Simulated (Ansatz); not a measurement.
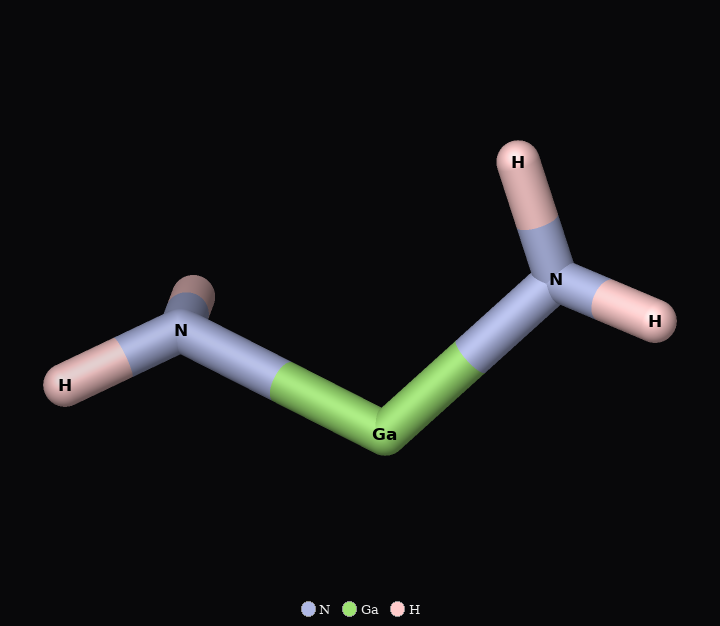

State: neutral, doublet. Geometry: moved along internal coordinates away from the minimum. Properties computed with UHF-CCSD(T), frozen core/def2-TZVPP (Ansatz 0.2.0).

Predict the main results.

The species is GaH₄N₂ (`[NH2][Ga][NH2]`).
- ⟨S²⟩ of the determinant: 0.764
- T1 diagnostic: 0.017
